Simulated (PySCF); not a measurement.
**C₃H₅F₃Si: NMR shifts at several levels of theory**

How much do the NMR shifts of C₃H₅F₃Si (`C=C([SiH3])C(F)(F)F`) depend on the level of theory, and what does each level cost?

The runs use PySCF 2.14.0, with density-fitted response routines of our own; the level of theory stands in each step. All values are computed, except where a source is named. Atoms count from 0, in the outputs and in this text.

## (1) Starting geometry

12 atoms, charge 0, multiplicity 1; geometry from: PBE0-D3(BJ)/def2-SVP.

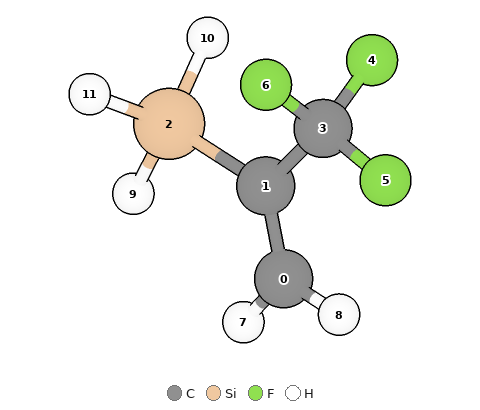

As it starts; carbon grey, silicon light orange, fluorine green, hydrogen white, atoms numbered; sticks join atoms by distance.

## (2) NMR shieldings: PBE0/6-31G*

Job settings and geometry (Å):

```
{"job": {"kind": "nmr", "xc": "PBE0", "basis": "6-31G*", "pop": true}, "charge": 0, "multiplicity": 1}
C     -0.637356     1.468144    -0.213568
C     -0.185918     0.224863    -0.017989
Si     1.631119    -0.224585    -0.267187
C     -1.136303    -0.853496     0.417091
F     -1.214034    -1.817849    -0.508042
F     -2.376462    -0.411476     0.636222
F     -0.711269    -1.433410     1.548143
H      0.030201     2.270635    -0.539225
H     -1.688966     1.726596    -0.055460
H      2.293179     0.971405    -0.864832
H      1.762076    -1.395828    -1.180710
H      2.273751    -0.557260     1.037578
```

Level: GIAO PBE0/6-31G* NMR shielding, non-relativistic, gas phase.

Run with:

```console
$ OMP_NUM_THREADS=1 python probes_run.py task.json out
```

One launch serves the whole session: the jobs run in the order shown.

The program printed:

```text
coarse grid: 11240 points
cycle   1  E = -705.6447049048  dE =  8.614e-01  |g| = 8.732e-01  |ddm| = 3.186e+00
cycle   2  E = -705.5245180408  dE =  1.202e-01  |g| = 1.252e+00  |ddm| = 1.205e+00
cycle   3  E = -705.7776334818  dE = -2.531e-01  |g| = 8.268e-02  |ddm| = 7.361e-01
cycle   4  E = -705.7787709800  dE = -1.137e-03  |g| = 5.092e-02  |ddm| = 1.173e-01
cycle   5  E = -705.7794034438  dE = -6.325e-04  |g| = 1.209e-02  |ddm| = 4.574e-02
cycle   6  E = -705.7794409532  dE = -3.751e-05  |g| = 2.049e-03  |ddm| = 1.206e-02
cycle   7  E = -705.7794420569  dE = -1.104e-06  |g| = 4.973e-04  |ddm| = 2.661e-03
final grid: 107224 points
cycle   8  E = -705.7565780236  dE = -2.223e-05  |g| = 7.304e-03  |ddm| = 1.688e-02
cycle   9  E = -705.7565702709  dE =  7.753e-06  |g| = 1.001e-02  |ddm| = 1.289e-02
cycle  10  E = -705.7565892507  dE = -1.898e-05  |g| = 5.592e-04  |ddm| = 6.999e-03
cycle  11  E = -705.7565893130  dE = -6.223e-08  |g| = 2.424e-04  |ddm| = 6.084e-04
cycle  12  E = -705.7565893256  dE = -1.261e-08  |g| = 9.772e-05  |ddm| = 2.716e-04
cycle  13  E = -705.7565893279  dE = -2.362e-09  |g| = 1.755e-05  |ddm| = 9.447e-05
cycle  14  E = -705.7565893280  dE = -6.457e-11  |g| = 5.164e-06  |ddm| = 1.880e-05
converged SCF energy = -705.7565893280

GIAO shielding tensors (ppm)
atom      isotropic    diamagn.    paramagn.     s11        s22        s33       span
  0 C       60.624     258.021    -197.397    -48.826     61.992    168.705    217.531
  1 C       63.668     257.086    -193.418    -34.940     62.920    163.025    197.965
  2 Si     450.746     883.139    -432.393    409.658    457.149    485.431     75.773
  3 C       72.765     242.222    -169.457     67.707     70.061     80.527     12.819
  4 F      272.749     473.805    -201.056    198.202    272.319    347.726    149.524
  5 F      295.848     472.308    -176.459    219.016    308.563    359.965    140.949
  6 F      274.402     474.056    -199.654    197.685    273.003    352.518    154.833
  7 H       25.909      30.963      -5.054     23.201     24.787     29.741      6.540
  8 H       25.575      30.237      -4.662     22.247     24.261     30.215      7.968
  9 H       27.583      29.898      -2.316     24.438     26.483     31.826      7.388
 10 H       27.328      29.367      -2.038     23.951     26.423     31.611      7.660
 11 H       27.354      29.350      -1.996     24.139     26.075     31.848      7.709
```

Wall time 11 s (1 thread of Arm Neoverse V1, shared host); peak memory 0.61 GiB.

Shifts follow as δ = σ(reference) − σ, with reference shieldings (ppm) from runs at the same level and on the same kind of geometry: ¹H TMS 31.96, ¹³C TMS 194.1, ²⁹Si TMS 418.1, ¹⁹F CFCl3 198.9. The references are single molecules in the gas phase, so shifts against H2O, NH3, PH3, H3PO4 or CFCl3 are not on the usual liquid scales and can be off by tens of ppm. Atoms listed in one row are averaged.

```
       atoms                         environment  σ (ppm)  δ (ppm)
          C0                terminal =CH2 carbon     60.6    133.5
          C1     fully substituted alkene carbon     63.7    130.5
          C3                          CF3 carbon     72.8    121.4
          H8  hydrogen on a terminal =CH2 carbon    25.57     6.39
          H7  hydrogen on a terminal =CH2 carbon    25.91     6.05
H9, H10, H11   hydrogen on a silicon bonded to C    27.42     4.54
         Si2            silicon bonded to C, 3 H    450.7    -32.7
  F4, F5, F6             fluorine of a CF3 group    281.0    -82.1
```

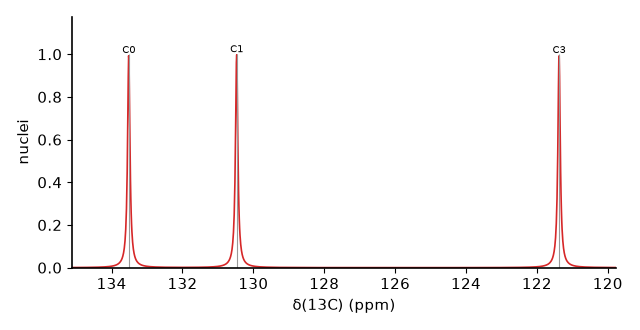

¹³C lines at the computed shifts, without couplings. Lines are broadened to a width of 0.08 ppm (Lorentzian).

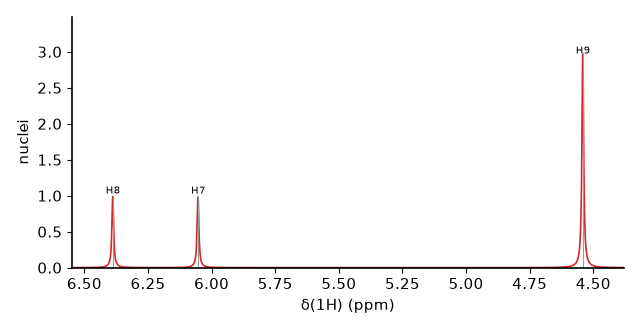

¹H lines at the computed shifts, without couplings. Lines are broadened to a width of 0.01 ppm (Lorentzian).

The run also stored atomic charges by several schemes (e):

| atoms | Mulliken | IAO | Hirshfeld | ESP fit |
| --- | --- | --- | --- | --- |
| C0 | -0.38 | -0.24 | -0.06 | -0.32 |
| C1 | -0.23 | -0.32 | -0.12 | -0.09 |
| Si2 | 0.35 | 0.58 | 0.28 | 0.25 |
| C3 | 0.94 | 0.81 | 0.25 | 0.41 |
| F4, F5, F6 | -0.30 | -0.28 | -0.09 | -0.14 |

Hirshfeld charges:

```
atom  value (e)
  C0      -0.06
  C1      -0.12
 Si2       0.28
  C3       0.25
  F4      -0.09
  F5      -0.08
  F6      -0.09
  H7       0.06
  H8       0.05
  H9      -0.07
 H10      -0.07
 H11      -0.07
```

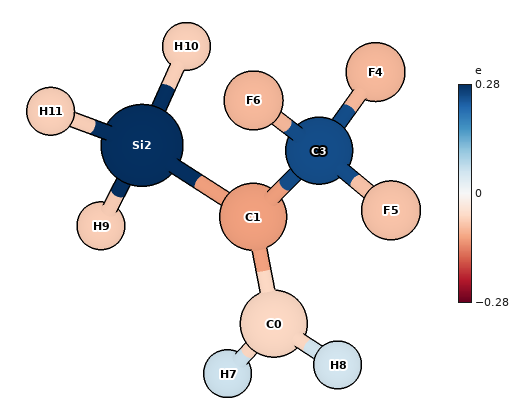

Hirshfeld charges, as colours on the atoms.

Mayer bond orders: C0–C1 1.88, C1–Si2 0.90, C1–C3 1.01, C3–F4 0.96, C3–F5 0.97, C3–F6 0.95.

## (3) Nuclear shieldings: PBE0/6-311+G(2d,p)

The job, as its differences from that of step 2:

```diff
@@ -1,2 +1,2 @@
-{"job": {"kind": "nmr", "xc": "PBE0", "basis": "6-31G*", "pop": true}, "charge": 0, "multiplicity": 1}
+{"job": {"kind": "nmr", "xc": "PBE0", "basis": "6-311+G(2d,p)", "pop": true}, "charge": 0, "multiplicity": 1}
 C     -0.637356     1.468144    -0.213568
```

Method: GIAO PBE0/6-311+G(2d,p) NMR shielding, non-relativistic, gas phase.

The program printed:

```text
coarse grid: 11240 points
cycle   1  E = -705.7823975650  dE =  8.700e-01  |g| = 8.785e-01  |ddm| = 3.361e+00
cycle   2  E = -705.6585353892  dE =  1.239e-01  |g| = 1.291e+00  |ddm| = 1.734e+00
cycle   3  E = -705.9074641854  dE = -2.489e-01  |g| = 8.572e-02  |ddm| = 9.983e-01
cycle   4  E = -705.9082751642  dE = -8.110e-04  |g| = 6.076e-02  |ddm| = 1.174e-01
cycle   5  E = -705.9091427328  dE = -8.676e-04  |g| = 1.380e-02  |ddm| = 5.548e-02
cycle   6  E = -705.9091826898  dE = -3.996e-05  |g| = 3.318e-03  |ddm| = 1.192e-02
cycle   7  E = -705.9091854494  dE = -2.760e-06  |g| = 5.482e-04  |ddm| = 5.189e-03
final grid: 107224 points
cycle   8  E = -705.9261618300  dE = -4.860e-05  |g| = 5.026e-03  |ddm| = 6.675e-02
cycle   9  E = -705.9261592011  dE =  2.629e-06  |g| = 6.308e-03  |ddm| = 9.335e-03
cycle  10  E = -705.9261676917  dE = -8.491e-06  |g| = 6.931e-04  |ddm| = 5.621e-03
cycle  11  E = -705.9261677490  dE = -5.727e-08  |g| = 2.509e-04  |ddm| = 7.223e-04
cycle  12  E = -705.9261677590  dE = -1.006e-08  |g| = 6.032e-05  |ddm| = 2.421e-04
cycle  13  E = -705.9261677597  dE = -6.196e-10  |g| = 2.545e-05  |ddm| = 8.905e-05
converged SCF energy = -705.9261677597

GIAO shielding tensors (ppm)
atom      isotropic    diamagn.    paramagn.     s11        s22        s33       span
  0 C       44.777     260.863    -216.086    -75.999     46.754    163.576    239.575
  1 C       44.168     248.358    -204.190    -66.962     45.233    154.232    221.194
  2 Si     408.494     878.008    -469.514    367.328    408.317    449.837     82.509
  3 C       58.638     257.767    -199.129     54.624     54.933     66.357     11.733
  4 F      245.535     459.440    -213.905    165.408    245.322    325.875    160.467
  5 F      267.929     470.484    -202.556    180.174    288.446    335.165    154.991
  6 F      246.417     459.373    -212.956    165.939    246.956    326.356    160.417
  7 H       25.193      31.908      -6.716     22.391     24.217     28.969      6.579
  8 H       24.768      31.634      -6.866     21.289     23.593     29.421      8.132
  9 H       27.183      29.430      -2.247     24.133     25.952     31.464      7.332
 10 H       26.863      28.179      -1.316     23.618     25.925     31.046      7.428
 11 H       26.862      28.345      -1.482     23.813     25.553     31.221      7.408
```

Run time: 29 s. Hardware: 1 thread of Arm Neoverse V1, shared host; peak memory 1 GiB.

Key values: δ C1 142.3, C0 141.7, C3 127.8, Si2 -64.1, H8 6.74, H7 6.32 ppm.

## (4) Shielding tensors: PBE0/def2-SVP

The job, as its differences from that of step 3:

```diff
@@ -1,2 +1,2 @@
-{"job": {"kind": "nmr", "xc": "PBE0", "basis": "6-311+G(2d,p)", "pop": true}, "charge": 0, "multiplicity": 1}
+{"job": {"kind": "nmr", "xc": "PBE0", "basis": "def2-SVP", "pop": true}, "charge": 0, "multiplicity": 1}
 C     -0.637356     1.468144    -0.213568
```

Level: GIAO PBE0/def2-SVP NMR shielding, non-relativistic, gas phase.

The program printed:

```text
coarse grid: 11240 points
cycle   1  E = -705.1543970488  dE =  8.152e-01  |g| = 8.712e-01  |ddm| = 3.505e+00
cycle   2  E = -705.0361590344  dE =  1.182e-01  |g| = 1.239e+00  |ddm| = 1.445e+00
cycle   3  E = -705.2871628977  dE = -2.510e-01  |g| = 8.231e-02  |ddm| = 8.743e-01
cycle   4  E = -705.2881160855  dE = -9.532e-04  |g| = 5.484e-02  |ddm| = 1.228e-01
cycle   5  E = -705.2888654024  dE = -7.493e-04  |g| = 1.138e-02  |ddm| = 5.289e-02
cycle   6  E = -705.2888968891  dE = -3.149e-05  |g| = 2.442e-03  |ddm| = 1.227e-02
cycle   7  E = -705.2888985022  dE = -1.613e-06  |g| = 4.156e-04  |ddm| = 2.995e-03
final grid: 107224 points
cycle   8  E = -705.3799529941  dE = -2.213e-05  |g| = 5.932e-03  |ddm| = 1.893e-02
cycle   9  E = -705.3799482441  dE =  4.750e-06  |g| = 7.933e-03  |ddm| = 1.170e-02
cycle  10  E = -705.3799608777  dE = -1.263e-05  |g| = 5.284e-04  |ddm| = 6.315e-03
cycle  11  E = -705.3799609305  dE = -5.280e-08  |g| = 1.934e-04  |ddm| = 5.601e-04
cycle  12  E = -705.3799609380  dE = -7.512e-09  |g| = 9.173e-05  |ddm| = 2.503e-04
cycle  13  E = -705.3799609401  dE = -2.134e-09  |g| = 1.671e-05  |ddm| = 9.800e-05
cycle  14  E = -705.3799609402  dE = -6.094e-11  |g| = 4.957e-06  |ddm| = 1.851e-05
converged SCF energy = -705.3799609402

GIAO shielding tensors (ppm)
atom      isotropic    diamagn.    paramagn.     s11        s22        s33       span
  0 C       56.600     252.682    -196.082    -57.225     55.678    171.346    228.570
  1 C       58.562     263.407    -204.846    -44.912     54.656    165.941    210.853
  2 Si     472.921     881.764    -408.843    430.574    474.634    513.555     82.981
  3 C       68.176     245.799    -177.623     63.700     64.580     76.246     12.546
  4 F      273.114     472.437    -199.323    197.580    279.950    341.813    144.234
  5 F      295.394     470.703    -175.309    216.061    312.004    358.118    142.057
  6 F      273.663     472.844    -199.181    196.939    280.628    343.423    146.485
  7 H       25.229      31.423      -6.194     22.156     24.260     29.270      7.114
  8 H       24.786      31.036      -6.250     21.112     23.500     29.745      8.633
  9 H       27.230      29.603      -2.374     24.039     25.952     31.698      7.659
 10 H       26.897      28.959      -2.062     23.499     25.965     31.228      7.729
 11 H       26.905      28.953      -2.048     23.653     25.609     31.453      7.801
```

Run time: 12 s. Hardware: 1 thread of Arm Neoverse V1, shared host; peak memory 0.66 GiB.

This run: δ C0 137.1, C1 135.2, C3 125.5, Si2 -65.7, H8 6.56, H7 6.11 ppm.

## (5) Shielding tensors: PBE0/def2-TZVP

The job, as its differences from that of step 4:

```diff
@@ -1,2 +1,2 @@
-{"job": {"kind": "nmr", "xc": "PBE0", "basis": "def2-SVP", "pop": true}, "charge": 0, "multiplicity": 1}
+{"job": {"kind": "nmr", "xc": "PBE0", "basis": "def2-TZVP", "pop": true}, "charge": 0, "multiplicity": 1}
 C     -0.637356     1.468144    -0.213568
```

Level: GIAO PBE0/def2-TZVP NMR shielding, non-relativistic, gas phase.

The program printed:

```text
coarse grid: 11240 points
cycle   1  E = -705.8391093369  dE =  8.613e-01  |g| = 8.861e-01  |ddm| = 2.758e+00
cycle   2  E = -705.7139379391  dE =  1.252e-01  |g| = 1.303e+00  |ddm| = 9.361e-01
cycle   3  E = -705.9645982537  dE = -2.507e-01  |g| = 8.501e-02  |ddm| = 5.524e-01
cycle   4  E = -705.9653857847  dE = -7.875e-04  |g| = 6.209e-02  |ddm| = 1.006e-01
cycle   5  E = -705.9662966151  dE = -9.108e-04  |g| = 1.336e-02  |ddm| = 4.342e-02
cycle   6  E = -705.9663350047  dE = -3.839e-05  |g| = 3.117e-03  |ddm| = 9.364e-03
cycle   7  E = -705.9663374502  dE = -2.446e-06  |g| = 5.512e-04  |ddm| = 2.465e-03
final grid: 107224 points
cycle   8  E = -705.9702216750  dE = -7.058e-05  |g| = 5.331e-03  |ddm| = 4.635e-02
cycle   9  E = -705.9702187889  dE =  2.886e-06  |g| = 6.604e-03  |ddm| = 7.754e-03
cycle  10  E = -705.9702279069  dE = -9.118e-06  |g| = 7.483e-04  |ddm| = 4.080e-03
cycle  11  E = -705.9702279706  dE = -6.365e-08  |g| = 2.717e-04  |ddm| = 4.981e-04
cycle  12  E = -705.9702279828  dE = -1.222e-08  |g| = 7.376e-05  |ddm| = 1.784e-04
cycle  13  E = -705.9702279838  dE = -1.055e-09  |g| = 2.996e-05  |ddm| = 6.534e-05
cycle  14  E = -705.9702279840  dE = -2.030e-10  |g| = 8.604e-06  |ddm| = 2.467e-05
converged SCF energy = -705.9702279840

GIAO shielding tensors (ppm)
atom      isotropic    diamagn.    paramagn.     s11        s22        s33       span
  0 C       43.288     255.938    -212.650    -79.135     45.428    163.570    242.705
  1 C       42.731     252.862    -210.131    -69.399     43.127    154.465    223.864
  2 Si     395.505     877.488    -481.983    354.669    393.248    438.597     83.928
  3 C       55.151     244.069    -188.918     50.612     51.661     63.178     12.566
  4 F      246.703     469.569    -222.865    164.634    247.372    328.104    163.470
  5 F      269.294     468.545    -199.251    180.035    287.867    339.982    159.947
  6 F      247.443     469.800    -222.357    165.080    248.781    328.469    163.389
  7 H       25.152      31.203      -6.052     22.254     24.232     28.969      6.716
  8 H       24.749      30.541      -5.792     21.162     23.627     29.458      8.296
  9 H       27.113      29.668      -2.555     24.117     25.865     31.358      7.241
 10 H       26.816      29.150      -2.334     23.635     25.864     30.949      7.313
 11 H       26.828      29.183      -2.354     23.832     25.517     31.135      7.303
```

It took 37 s on 1 thread of Arm Neoverse V1, shared host; peak memory 0.93 GiB.

This run: δ C1 143.9, C0 143.4, C3 131.5, Si2 -63.9, H8 6.73, H7 6.33 ppm.

## (6) Shielding tensors: PBE0/cc-pVDZ

The job, as its differences from that of step 5:

```diff
@@ -1,2 +1,2 @@
-{"job": {"kind": "nmr", "xc": "PBE0", "basis": "def2-TZVP", "pop": true}, "charge": 0, "multiplicity": 1}
+{"job": {"kind": "nmr", "xc": "PBE0", "basis": "cc-pVDZ", "pop": true}, "charge": 0, "multiplicity": 1}
 C     -0.637356     1.468144    -0.213568
```

Level: GIAO PBE0/cc-pVDZ NMR shielding, non-relativistic, gas phase.

The program printed:

```text
coarse grid: 11240 points
cycle   1  E = -705.6606029844  dE =  9.035e-01  |g| = 8.714e-01  |ddm| = 6.129e+00
cycle   2  E = -705.5386593421  dE =  1.219e-01  |g| = 1.248e+00  |ddm| = 2.764e+00
cycle   3  E = -705.7919602310  dE = -2.533e-01  |g| = 8.488e-02  |ddm| = 1.615e+00
cycle   4  E = -705.7930680172  dE = -1.108e-03  |g| = 5.449e-02  |ddm| = 1.936e-01
cycle   5  E = -705.7938056143  dE = -7.376e-04  |g| = 1.139e-02  |ddm| = 8.268e-02
cycle   6  E = -705.7938378139  dE = -3.220e-05  |g| = 2.446e-03  |ddm| = 2.209e-02
cycle   7  E = -705.7938394202  dE = -1.606e-06  |g| = 4.902e-04  |ddm| = 4.486e-03
final grid: 107224 points
cycle   8  E = -705.8036528157  dE = -2.675e-05  |g| = 6.539e-03  |ddm| = 4.697e-02
cycle   9  E = -705.8036466280  dE =  6.188e-06  |g| = 8.888e-03  |ddm| = 2.245e-02
cycle  10  E = -705.8036624879  dE = -1.586e-05  |g| = 6.040e-04  |ddm| = 1.221e-02
cycle  11  E = -705.8036625546  dE = -6.672e-08  |g| = 2.612e-04  |ddm| = 1.261e-03
cycle  12  E = -705.8036625693  dE = -1.475e-08  |g| = 1.026e-04  |ddm| = 4.734e-04
cycle  13  E = -705.8036625719  dE = -2.613e-09  |g| = 1.939e-05  |ddm| = 1.635e-04
cycle  14  E = -705.8036625720  dE = -7.435e-11  |g| = 5.807e-06  |ddm| = 3.697e-05
converged SCF energy = -705.8036625720

GIAO shielding tensors (ppm)
atom      isotropic    diamagn.    paramagn.     s11        s22        s33       span
  0 C       59.785     255.485    -195.700    -53.951     61.223    172.082    226.033
  1 C       58.974     255.736    -196.762    -42.907     57.033    162.796    205.702
  2 Si     477.452     884.046    -406.594    436.651    484.586    511.119     74.468
  3 C       71.917     249.397    -177.480     67.317     68.117     80.318     13.001
  4 F      269.948     472.844    -202.895    196.069    272.542    341.234    145.165
  5 F      293.157     471.806    -178.649    215.767    304.590    359.113    143.346
  6 F      270.587     473.160    -202.573    195.074    272.991    343.695    148.621
  7 H       25.120      31.391      -6.270     22.096     24.075     29.189      7.093
  8 H       24.711      30.941      -6.230     21.100     23.356     29.677      8.577
  9 H       27.264      30.041      -2.777     24.018     25.899     31.876      7.858
 10 H       26.919      29.509      -2.590     23.438     25.884     31.435      7.996
 11 H       26.930      29.496      -2.566     23.605     25.530     31.656      8.051
```

Run time: 13 s. Hardware: 1 thread of Arm Neoverse V1, shared host; peak memory 0.7 GiB.

In short: δ C1 137.8, C0 137.0, C3 124.8, Si2 -58.8, H8 6.58, H7 6.17 ppm.

## (7) Nuclear shieldings: PBE0/cc-pVTZ

The job, as its differences from that of step 6:

```diff
@@ -1,2 +1,2 @@
-{"job": {"kind": "nmr", "xc": "PBE0", "basis": "cc-pVDZ", "pop": true}, "charge": 0, "multiplicity": 1}
+{"job": {"kind": "nmr", "xc": "PBE0", "basis": "cc-pVTZ", "pop": true}, "charge": 0, "multiplicity": 1}
 C     -0.637356     1.468144    -0.213568
```

Method: GIAO PBE0/cc-pVTZ NMR shielding, non-relativistic, gas phase.

The program printed:

```text
coarse grid: 11240 points
cycle   1  E = -705.8212553746  dE =  8.595e-01  |g| = 8.852e-01  |ddm| = 6.443e+00
cycle   2  E = -705.6984036550  dE =  1.229e-01  |g| = 1.302e+00  |ddm| = 2.347e+00
cycle   3  E = -705.9459332566  dE = -2.475e-01  |g| = 8.452e-02  |ddm| = 1.377e+00
cycle   4  E = -705.9467259217  dE = -7.927e-04  |g| = 6.211e-02  |ddm| = 1.965e-01
cycle   5  E = -705.9476370416  dE = -9.111e-04  |g| = 1.310e-02  |ddm| = 9.103e-02
cycle   6  E = -705.9476742761  dE = -3.723e-05  |g| = 3.031e-03  |ddm| = 2.137e-02
cycle   7  E = -705.9476765747  dE = -2.299e-06  |g| = 5.519e-04  |ddm| = 5.056e-03
final grid: 107224 points
cycle   8  E = -705.9512007386  dE = -6.890e-05  |g| = 6.401e-03  |ddm| = 7.221e-02
cycle   9  E = -705.9511954628  dE =  5.276e-06  |g| = 8.538e-03  |ddm| = 1.980e-02
cycle  10  E = -705.9512088430  dE = -1.338e-05  |g| = 6.605e-04  |ddm| = 1.041e-02
cycle  11  E = -705.9512088924  dE = -4.940e-08  |g| = 2.950e-04  |ddm| = 1.198e-03
cycle  12  E = -705.9512089091  dE = -1.675e-08  |g| = 1.000e-04  |ddm| = 4.863e-04
cycle  13  E = -705.9512089114  dE = -2.262e-09  |g| = 3.214e-05  |ddm| = 1.689e-04
cycle  14  E = -705.9512089116  dE = -2.308e-10  |g| = 8.088e-06  |ddm| = 4.920e-05
converged SCF energy = -705.9512089116

GIAO shielding tensors (ppm)
atom      isotropic    diamagn.    paramagn.     s11        s22        s33       span
  0 C       44.917     254.161    -209.244    -76.493     47.790    163.456    239.949
  1 C       45.298     256.247    -210.949    -66.247     45.939    156.200    222.447
  2 Si     416.955     887.847    -470.891    377.008    412.632    461.226     84.218
  3 C       56.974     241.470    -184.496     52.476     53.541     64.907     12.430
  4 F      251.566     471.670    -220.104    170.275    251.850    332.573    162.298
  5 F      273.538     469.548    -196.010    185.237    289.209    346.168    160.931
  6 F      252.211     471.970    -219.759    170.433    252.726    333.474    163.041
  7 H       24.966      31.451      -6.485     22.059     23.952     28.888      6.829
  8 H       24.547      30.914      -6.367     21.003     23.313     29.327      8.324
  9 H       27.155      29.792      -2.637     24.093     25.874     31.497      7.404
 10 H       26.850      29.302      -2.453     23.587     25.885     31.076      7.489
 11 H       26.862      29.316      -2.454     23.779     25.541     31.266      7.487
```

It took 45 s on 1 thread of Arm Neoverse V1, shared host; peak memory 1.1 GiB.

In short: δ C0 142.4, C1 142.0, C3 130.3, Si2 -57.0, H8 6.74, H7 6.32 ppm.

(Part 1 of 2 ends here.)
